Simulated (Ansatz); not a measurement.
**WH+ (septet): wave-function methods side by side at distance W1–H2 = 6.877 Å, def2-TZVP**

Aim: climb from Hartree-Fock through coupled cluster and multireference methods for WH+ (septet) at one geometry and basis, and see what each rung misses.

The runs use Ansatz 0.2.0, Gaussian basis; def2-TZVP, core rule «outside noble gas», up to 4 orbitals frozen.

The runs, in order: UHF; CCSD(T) on ROHF; CCSD(T) on UHF; CISD; CCSDT(Q) on ROHF; CCSDT(Q) on UHF; CASSCF and MRCISD+Q, 6 electrons in 7 orbitals; CASSCF and NEVPT2, 6 electrons in 7 orbitals.

31 further runs of the same task are left out: 29 that didn't finish, 2 set aside as unsound or not needed.

## Step 1: The geometry

The geometry derives from a PBE0/def2-TZVP stationary point (not a proven minimum). One bond is set to the value named and the two fragments are kept rigid. No spin-orbit coupling is included. Elements past krypton take def2 core potentials.

2 atoms, charge 1, spin multiplicity 7.

Atoms are counted from 1 here; the program's logs count them from 0.

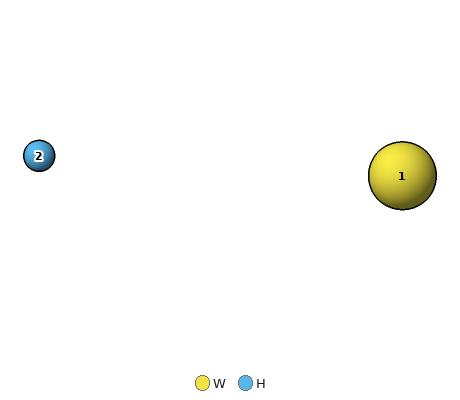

The structure; tungsten yellow, hydrogen blue; atoms are numbered from 1 in the order of the file.

In the tables R marks a restricted open-shell determinant and U an unrestricted one; 'valence' is the active space of 6 electrons in 7 orbitals; energies count from the table's Hartree-Fock row.

## Step 2: UHF

The input, in.yaml:

```yaml
crystal:
  periodic: [false, false, false]
  atoms:
    - {symbol: W, position_ang: [0.000000, 0.000000, 0.000000]}
    - {symbol: H, position_ang: [0.000000, 0.000000, 6.877000]}
basis:
  gaussian: {orbitals: def2-TZVP}
total_charge: 1
magnetization: {spin_polarized: true, initial_magnetization: 6}
hamiltonian: {xc: hf}
output: {orbitals: {seedname: orbitals}}
```

Command:

```sh
> ansatz run in.yaml --threads 1 --pin off --events-out ev --progress --plain --max-ram 2393MiB
```

The program printed:

```text
Functional definition: HF
  name "HF"
  cite "Fock, Z. Phys. 61, 126 (1930) doi:10.1007/BF01340294"
  parent pbe
  exchange = exact_x
  correlation = 0
420 factors; integrals over basis functions are off by at most 2.0e-4 eV
mean field evaluation 1: about -1803.7682 eV, gradient 2.1e1 eV
mean field evaluation 2: about -1803.7803 eV, gradient 2.1e1 eV
mean field evaluation 4: about -1811.9564 eV, gradient 7.1e0 eV
mean field evaluation 8: about -1812.3190 eV, gradient 2.6e-4 eV
mean field evaluation 16: about -1812.3191 eV, gradient 1.4e-1 eV
mean field evaluation 32: about -1812.3199 eV, gradient 3.7e-5 eV
mean field evaluation 64: about -1812.3197 eV, gradient 4.5e-3 eV
mean field evaluation 96: about -1812.3182 eV, gradient 9.0e-2 eV
mean field evaluation 128: about -1812.3205 eV, gradient 1.8e-1 eV
mean field evaluation 160: about -1812.3199 eV, gradient 1.7e-4 eV
mean field evaluation 192: about -1812.3166 eV, gradient 5.1e-1 eV
mean field evaluation 224: about -1812.3191 eV, gradient 1.7e-3 eV
mean field evaluation 256: about -1812.3183 eV, gradient 6.0e-1 eV
mean field evaluation 288: about -1803.7682 eV, gradient 2.1e1 eV
mean field -1812.31989984 eV, -66.6015278844 hartree, gradient 2.7e-6 eV, S^2 12.004743; 7 other end points of the search recorded, 0 dependent functions left out
reference -1812.31989984 eV, -66.6015278844 hartree; 10, 4 occupied and 36, 42 virtual orbitals, 420 factors
Total energy: -1812.31989984 eV, -66.6015278844 hartree
```

It took 2.9 s on 1 thread of Arm Neoverse N1, shared host.

From the report: ⟨S²⟩ of the determinant 12.005 (pure septet: 12.00).

## Step 3: CCSD(T) on ROHF

The input, in.yaml:

```yaml
crystal:
  periodic: [false, false, false]
  atoms:
    - {symbol: W, position_ang: [0.000000, 0.000000, 0.000000]}
    - {symbol: H, position_ang: [0.000000, 0.000000, 6.877000]}
basis:
  gaussian: {orbitals: def2-TZVP}
total_charge: 1
magnetization: {spin_polarized: false, initial_magnetization: 6}
correlation: {method: ccsd_t, electrons: outside_noble_gas}
output: {forces: true}
```

Launched as before.

The program printed, cut to the lines that bear on the results:

```text
Functional definition: HF
  name "HF"
  cite "Fock, Z. Phys. 61, 126 (1930) doi:10.1007/BF01340294"
  parent pbe
[...]
420 factors; integrals over basis functions are off by at most 2.0e-4 eV
[...]
mean field -1812.18793948 eV, -66.5966784306 hartree, gradient 1.2e-10 eV, S^2 12.000000; 20 other end points of the search recorded, 0 dependent functions left out
[...]
determinant -1812.18793948 eV, -66.5966784306 hartree, with singles and doubles -1813.41362026 eV, -66.6417213688 hartree
determinant -1812.18792277 eV, -66.5966778165 hartree, with singles and doubles -1813.41362009 eV, -66.6417213624 hartree
determinant -1812.18534533 eV, -66.5965830974 hartree, with singles and doubles -1813.41218160 eV, -66.6416684989 hartree
determinant -1812.18532587 eV, -66.5965823824 hartree, with singles and doubles -1813.41215031 eV, -66.6416673490 hartree
[...]
determinant -1811.75786234 eV, -66.5808733874 hartree, with singles and doubles -1813.06334474 eV, -66.6288489809 hartree
[...]
4 core orbitals not correlated: weight in the atoms' cores, before any rotation towards them, 1.000 or more for the frozen orbitals, at most 0.000 for the correlated occupied ones
reference -1812.18793948 eV, -66.5966784306 hartree; 6, 0 occupied and 36, 42 virtual orbitals, 420 factors
second order -1.02705734 eV of doubles, -0.00000207 eV of singles
cycle   1  -1.22553975 eV  change    9.1e-9 eV  update   2.3e-6
[...]
cycle   6  -1.22553967 eV  change  -2.4e-11 eV  update  7.4e-10
perturbative correction -0.00802599 eV, -0.0002949496 hartree
[...]
Total energy: -1813.42150513 eV, -66.6420111322 hartree
Atom 0 at     0.000000     0.000000     0.000000 Å, force     0.000000     0.000000     0.000267 eV/Å
Atom 1 at     0.000000     0.000000     6.877000 Å, force    -0.000000     0.000000    -0.000267 eV/Å
Dipole moment:     0.000000    -0.000000    -0.089946 e Å
```

It took 18 s on 1 thread of Arm Neoverse N1, shared host.

From the report: correlation -1.2336 eV; T1 0.004; largest double amplitude 0.03.

## Step 4: CCSD(T) on UHF

Edit in.yaml of step 3 so:

```diff
@@ -8,3 +8,3 @@
 total_charge: 1
-magnetization: {spin_polarized: false, initial_magnetization: 6}
+magnetization: {spin_polarized: true, initial_magnetization: 6}
 correlation: {method: ccsd_t, electrons: outside_noble_gas}
```

Same command.

The program printed, cut to the lines that bear on the results:

```text
Functional definition: HF
  name "HF"
  cite "Fock, Z. Phys. 61, 126 (1930) doi:10.1007/BF01340294"
  parent pbe
[...]
420 factors; integrals over basis functions are off by at most 2.0e-4 eV
[...]
mean field -1812.31989984 eV, -66.6015278844 hartree, gradient 1.7e-8 eV, S^2 12.004743; 20 other end points of the search recorded, 0 dependent functions left out
determinant -1812.31989984 eV, -66.6015278844 hartree, with singles and doubles -1813.53795454 eV, -66.6462905690 hartree
determinant -1812.31987963 eV, -66.6015271418 hartree, with singles and doubles -1813.53792211 eV, -66.6462893772 hartree
determinant -1812.31904406 eV, -66.6014964351 hartree, with singles and doubles -1813.53569425 eV, -66.6462075050 hartree
determinant -1812.31902732 eV, -66.6014958201 hartree, with singles and doubles -1813.53569520 eV, -66.6462075400 hartree
[...]
determinant -1811.86961118 eV, -66.5849800815 hartree, with singles and doubles -1813.16628306 eV, -66.6326318940 hartree
4 core orbitals not correlated: weight in the atoms' cores, before any rotation towards them, 1.000 or more for the frozen orbitals, at most 0.000 for the correlated occupied ones
reference -1812.31989984 eV, -66.6015278844 hartree; 6, 0 occupied and 36, 42 virtual orbitals, 420 factors
second order -1.02022901 eV of doubles, -0.00000000 eV of singles
cycle   1  -1.21788090 eV  change    9.9e-8 eV  update   2.4e-6
[...]
cycle   6  -1.21788106 eV  change   3.1e-10 eV  update  5.4e-10
perturbative correction -0.00785764 eV, -0.0002887630 hartree
[...]
Total energy: -1813.54563854 eV, -66.6465729510 hartree
Atom 0 at     0.000000     0.000000     0.000000 Å, force     0.000000    -0.000000     0.000275 eV/Å
Atom 1 at     0.000000     0.000000     6.877000 Å, force     0.000000     0.000000    -0.000275 eV/Å
Dipole moment:    -0.000000    -0.000000    -0.089920 e Å
```

Wall time 16 s (1 thread of Arm Neoverse N1, shared host).

From the report: ⟨S²⟩ of the determinant 12.005 (pure septet: 12.00); correlation -1.2257 eV; T1 0.009; largest double amplitude 0.04.

## Step 5: CISD

The input, in.yaml:

```yaml
crystal:
  periodic: [false, false, false]
  atoms:
    - {symbol: W, position_ang: [0.000000, 0.000000, 0.000000]}
    - {symbol: H, position_ang: [0.000000, 0.000000, 6.877000]}
basis:
  gaussian: {orbitals: def2-TZVP}
total_charge: 1
magnetization: {spin_polarized: false, initial_magnetization: 6}
correlation: {active_space: {ras: {orbitals: [0, 6, 36], electrons: 6, max_holes: 2, max_particles: 2}, fixed_orbitals: true}}
```

Launched as before.

The program printed, cut to the lines that bear on the results:

```text
Functional definition: HF
  name "HF"
  cite "Fock, Z. Phys. 61, 126 (1930) doi:10.1007/BF01340294"
  parent pbe
[...]
420 factors; integrals over basis functions are off by at most 2.0e-4 eV
[...]
mean field -1812.18793948 eV, -66.5966784306 hartree, gradient 1.2e-10 eV, S^2 12.000000; 17 other end points of the search recorded, 0 dependent functions left out
reference -1812.18793948 eV, -66.5966784306 hartree; 10, 4 occupied and 36, 42 virtual orbitals, 420 factors
state -1813.39991678 eV, -66.6412177750 hartree
Total energy: -1813.39991678 eV, -66.6412177750 hartree
```

It took 7 s on 1 thread of Arm Neoverse N1, shared host.

From the report: 2,396 determinants.

## Step 6: CCSDT(Q) on ROHF

Edit in.yaml of step 5 so:

```diff
@@ -9,2 +9,2 @@
 magnetization: {spin_polarized: false, initial_magnetization: 6}
-correlation: {active_space: {ras: {orbitals: [0, 6, 36], electrons: 6, max_holes: 2, max_particles: 2}, fixed_orbitals: true}}
+correlation: {method: ccsdt_q, electrons: outside_noble_gas}
```

Same command.

The program printed, cut to the lines that bear on the results:

```text
Functional definition: HF
  name "HF"
  cite "Fock, Z. Phys. 61, 126 (1930) doi:10.1007/BF01340294"
  parent pbe
[...]
621 factors; integrals over basis functions are off by at most 7.4e-8 eV
[...]
mean field -1812.18794074 eV, -66.5966784771 hartree, gradient 1.5e-10 eV, S^2 12.000000; 20 other end points of the search recorded, 0 dependent functions left out
[...]
determinant -1812.18794074 eV, -66.5966784771 hartree, with singles and doubles -1813.41362207 eV, -66.6417214353 hartree
determinant -1812.18792402 eV, -66.5966778628 hartree, with singles and doubles -1813.41362194 eV, -66.6417214305 hartree
determinant -1812.18534658 eV, -66.5965831435 hartree, with singles and doubles -1813.41218300 eV, -66.6416685504 hartree
determinant -1812.18532713 eV, -66.5965824287 hartree, with singles and doubles -1813.41215227 eV, -66.6416674210 hartree
[...]
determinant -1812.18792402 eV, -66.5966778628 hartree, with singles and doubles -1813.41346560 eV, -66.6417156849 hartree
determinant -1812.18534658 eV, -66.5965831435 hartree, with singles and doubles -1813.41180542 eV, -66.6416546743 hartree
determinant -1812.18532713 eV, -66.5965824287 hartree, with singles and doubles -1813.41178776 eV, -66.6416540254 hartree
determinant -1811.75786219 eV, -66.5808733817 hartree, with singles and doubles -1813.06334375 eV, -66.6288489443 hartree
4 core orbitals not correlated: weight in the atoms' cores, before any rotation towards them, 1.000 or more for the frozen orbitals, at most 0.000 for the correlated occupied ones
reference -1812.18794074 eV, -66.5966784771 hartree; 6, 0 occupied and 36, 42 virtual orbitals, 621 factors
second order -1.02705824 eV of doubles, -0.00000207 eV of singles
cycle   1  -1.18725939 eV  change   -1.6e-1 eV  update   2.5e-2
[...]
cycle  14  -1.23573970 eV  change    1.1e-7 eV  update   5.3e-7
perturbative correction -0.00034102 eV, -0.0000125323 hartree
Total energy: -1813.42402147 eV, -66.6421036060 hartree
```

Run time: 26 s. Hardware: 1 thread of Arm Neoverse N1, shared host.

From the report: correlation -1.2361 eV; T1 0.004; largest double amplitude 0.03.

## Step 7: CCSDT(Q) on UHF

Edit in.yaml of step 6 so:

```diff
@@ -8,3 +8,3 @@
 total_charge: 1
-magnetization: {spin_polarized: false, initial_magnetization: 6}
+magnetization: {spin_polarized: true, initial_magnetization: 6}
 correlation: {method: ccsdt_q, electrons: outside_noble_gas}
```

Same command.

The program printed, cut to the lines that bear on the results:

```text
Functional definition: HF
  name "HF"
  cite "Fock, Z. Phys. 61, 126 (1930) doi:10.1007/BF01340294"
  parent pbe
[...]
621 factors; integrals over basis functions are off by at most 7.4e-8 eV
[...]
mean field -1812.31990112 eV, -66.6015279316 hartree, gradient 1.7e-8 eV, S^2 12.004743; 20 other end points of the search recorded, 0 dependent functions left out
determinant -1812.31990112 eV, -66.6015279316 hartree, with singles and doubles -1813.53795621 eV, -66.6462906306 hartree
determinant -1812.31988092 eV, -66.6015271892 hartree, with singles and doubles -1813.53792318 eV, -66.6462894168 hartree
determinant -1812.31904535 eV, -66.6014964826 hartree, with singles and doubles -1813.53569605 eV, -66.6462075712 hartree
determinant -1812.31902861 eV, -66.6014958674 hartree, with singles and doubles -1813.53569705 eV, -66.6462076080 hartree
[...]
determinant -1812.31988092 eV, -66.6015271892 hartree, with singles and doubles -1813.53776250 eV, -66.6462835119 hartree
determinant -1812.31904535 eV, -66.6014964826 hartree, with singles and doubles -1813.53555212 eV, -66.6462022818 hartree
determinant -1812.31902861 eV, -66.6014958674 hartree, with singles and doubles -1813.53553644 eV, -66.6462017055 hartree
determinant -1811.86961110 eV, -66.5849800786 hartree, with singles and doubles -1813.16628217 eV, -66.6326318615 hartree
4 core orbitals not correlated: weight in the atoms' cores, before any rotation towards them, 1.000 or more for the frozen orbitals, at most 0.000 for the correlated occupied ones
reference -1812.31990112 eV, -66.6015279316 hartree; 6, 0 occupied and 36, 42 virtual orbitals, 621 factors
second order -1.02022984 eV of doubles, -0.00000000 eV of singles
cycle   1  -1.17953708 eV  change   -1.6e-1 eV  update   2.5e-2
[...]
cycle  14  -1.22787874 eV  change    7.4e-8 eV  update   2.7e-7
perturbative correction -0.00034304 eV, -0.0000126065 hartree
Total energy: -1813.54812290 eV, -66.6466642494 hartree
```

It took 23 s on 1 thread of Arm Neoverse N1, shared host.

From the report: ⟨S²⟩ of the determinant 12.005 (pure septet: 12.00); correlation -1.2282 eV; T1 0.010; largest double amplitude 0.04.

## Step 8: CASSCF and MRCISD+Q, 6 electrons in 7 orbitals

The input, in.yaml:

```yaml
crystal:
  periodic: [false, false, false]
  atoms:
    - {symbol: W, position_ang: [0.000000, 0.000000, 0.000000]}
    - {symbol: H, position_ang: [0.000000, 0.000000, 6.877000]}
basis:
  gaussian: {orbitals: def2-TZVP}
total_charge: 1
magnetization: {spin_polarized: false, initial_magnetization: 6}
correlation: {method: fic_mrcisd_q, electrons: outside_noble_gas, active_space: {window: {electrons: 6, orbitals: 7}, shells: [{species: H, l: s, shell: 1}, {species: W, l: s, shell: 6}, {species: W, l: d, shell: 5}]}}
```

Launched as before.

The program printed, cut to the lines that bear on the results:

```text
Functional definition: HF
  name "HF"
  cite "Fock, Z. Phys. 61, 126 (1930) doi:10.1007/BF01340294"
  parent pbe
[...]
621 factors; integrals over basis functions are off by at most 7.4e-8 eV
[...]
mean field -1812.18794074 eV, -66.5966784771 hartree, gradient 3.0e-6 eV, S^2 12.000000; 15 other end points of the search recorded, 0 dependent functions left out
reference -1812.18794074 eV, -66.5966784771 hartree; 10, 4 occupied and 36, 42 virtual orbitals, 621 factors
state -1812.18794074 eV, -66.5966784771 hartree
contracted CI cycle   1: correlation 0.00000000 eV, 0.0000000000 hartree, residual 8.56e0 eV
contracted CI cycle   2: correlation -1.19568064 eV, -0.0439404532 hartree, residual 7.74e-1 eV
contracted CI cycle   3: correlation -1.21030704 eV, -0.0444779632 hartree, residual 2.80e-1 eV
contracted CI cycle   4: correlation -1.21185839 eV, -0.0445349743 hartree, residual 1.16e-1 eV
contracted CI cycle   5: correlation -1.21197232 eV, -0.0445391611 hartree, residual 4.54e-2 eV
contracted CI cycle   6: correlation -1.21197757 eV, -0.0445393543 hartree, residual 7.29e-3 eV
contracted CI cycle   7: correlation -1.21197780 eV, -0.0445393626 hartree, residual 1.10e-3 eV
state -1812.18794074 eV, -66.5966784771 hartree; corrected -1813.42760269 eV, -66.6422352134 hartree
WARN: 1 active orbitals are nearly empty or full. The corrections depend on them more than the energy does, and are more stable in an active space without them
Total energy: -1813.42760269 eV, -66.6422352134 hartree
Checks for a lower state left out: starts, orbital_swaps
```

Run time: 7.5 s. Hardware: 1 thread of Arm Neoverse N1, shared host.

From the report: 4 determinants; active occupations 1.00, 1.00, 1.00, 1.00, 1.00, 1.00, 0.00. The report marks this result as in doubt.

## Step 9: CASSCF and NEVPT2, 6 electrons in 7 orbitals

The input, in.yaml:

```yaml
crystal:
  periodic: [false, false, false]
  atoms:
    - {symbol: W, position_ang: [0.000000, 0.000000, 0.000000]}
    - {symbol: H, position_ang: [0.000000, 0.000000, 6.877000]}
basis:
  gaussian: {orbitals: def2-TZVP}
total_charge: 1
magnetization: {spin_polarized: false, initial_magnetization: 6}
correlation: {method: sc_nevpt2, electrons: outside_noble_gas, active_space: {window: {electrons: 6, orbitals: 7}, shells: [{species: H, l: s, shell: 1}, {species: W, l: s, shell: 6}, {species: W, l: d, shell: 5}]}}
```

The command is unchanged.

The program printed, cut to the lines that bear on the results:

```text
Functional definition: HF
  name "HF"
  cite "Fock, Z. Phys. 61, 126 (1930) doi:10.1007/BF01340294"
  parent pbe
[...]
621 factors; integrals over basis functions are off by at most 7.4e-8 eV
[...]
mean field -1812.18794074 eV, -66.5966784771 hartree, gradient 3.0e-6 eV, S^2 12.000000; 15 other end points of the search recorded, 0 dependent functions left out
reference -1812.18794074 eV, -66.5966784771 hartree; 10, 4 occupied and 36, 42 virtual orbitals, 621 factors
state -1812.18794074 eV, -66.5966784771 hartree
state -1812.18794074 eV, -66.5966784771 hartree; corrected -1813.02821387 eV, -66.6275579452 hartree
WARN: 1 active orbitals are nearly empty or full. The corrections depend on them more than the energy does, and are more stable in an active space without them
Total energy: -1813.02821387 eV, -66.6275579452 hartree
Checks for a lower state left out: starts, orbital_swaps
```

Run time: 6.5 s. Hardware: 1 thread of Arm Neoverse N1, shared host.

From the report: 4 determinants; active occupations 1.00, 1.00, 1.00, 1.00, 1.00, 1.00, 0.00. The report marks this result as in doubt.

## Step 10: Natural occupations

Natural occupations of the CASSCF valence state about the gap (report; correlated orbitals 1 to 7): 1.000, 1.000, 1.000, 1.000, 1.000, 1.000, 0.000. The count of effectively unpaired electrons, Σ n²(2 − n)², is 6.00; a single determinant of this spin has 6.

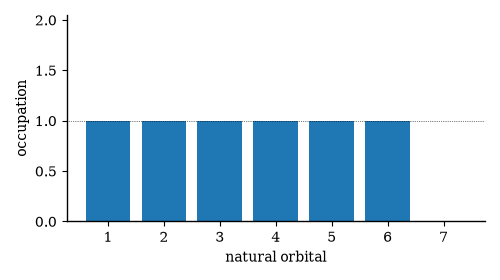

Natural occupations of the CASSCF valence state.

## Step 11: Misses and costs

No level here is safe as a reference; RCCSDT(Q) serves as a yardstick only. Rows without a time come out of other runs: HF, MP2 and CCSD of CCSD(T), CCSDT of CCSDT(Q), CASSCF and MRCISD of the multireference runs. The times of RCCSD(T), UCCSD(T) include forces.

Differences are taken before rounding.

```csv
method,energy from the lowest RHF (meV),from RCCSDT(Q) (meV),time
RHF,0.0,+1236.1,
UHF,-132.0,+1104.1,
RMP2,-1027.1,+209.0,
UMP2,-1152.2,+83.9,
CISD,-1212.0,+24.1,7 s
RCCSD,-1225.5,+10.5,
UCCSD,-1349.8,-113.8,
RCCSD(T),-1233.6,+2.5,18 s
UCCSD(T),-1357.7,-121.6,16 s
RCCSDT,-1235.7,+0.3,
UCCSDT,-1359.8,-123.8,
RCCSDT(Q),-1236.1,0,26 s
UCCSDT(Q),-1360.2,-124.1,23 s
CASSCF valence,0.0,+1236.1,
NEVPT2 valence,-840.3,+395.8,6.5 s
MRCISD valence,-1212.0,+24.1,
MRCISD+Q valence,-1239.7,-3.6,7.5 s
```

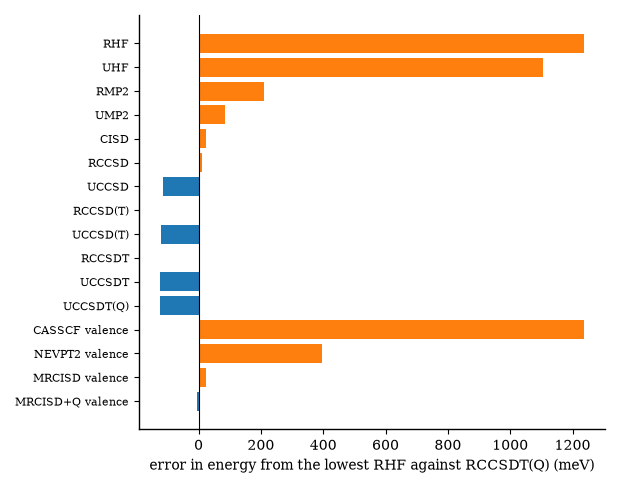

How far each level lands from RCCSDT(Q).

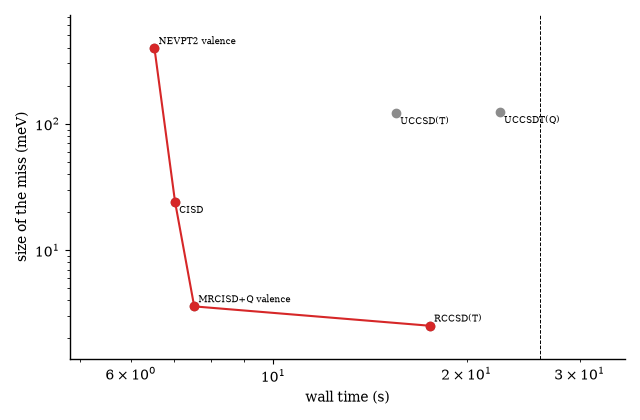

Miss against cost. Red marks the levels that no quicker level drawn beats (of those quicker than the yardstick), and the dashed line is the time of RCCSDT(Q). Times are from a shared host.

The program flags NEVPT2 valence, MRCISD+Q valence as in doubt (see the logs), so those rows may rest on another solution; read them beside their warnings.

## Step 12: Outcome

| quantity | value |
| --- | --- |
| RCCSDT(Q) below the RHF energy | -1.2361 eV |
| RMP2 from RCCSDT(Q) | +209.0 meV |
| UMP2 from RCCSDT(Q) | +83.9 meV |
| RCCSD from RCCSDT(Q) | +10.5 meV |
| RCCSD(T) from RCCSDT(Q) | +2.5 meV |
| UCCSD(T) from RCCSDT(Q) | -121.6 meV |
| UCCSDT(Q) from RCCSDT(Q) | -124.1 meV |
| NEVPT2 valence from RCCSDT(Q) | +395.8 meV |
| MRCISD+Q valence from RCCSDT(Q) | -3.6 meV |
| T1 diagnostic | 0.004 |
| effectively unpaired electrons | 6.00 |

**Reading.** RCCSD(T) misses by +2.5 meV, 0.2 % of the correlation energy. CCSD(T) misses by +2.5 meV on the restricted determinant and by -121.6 meV on the unrestricted one; the two need not hold the same state or core. One determinant dominates.
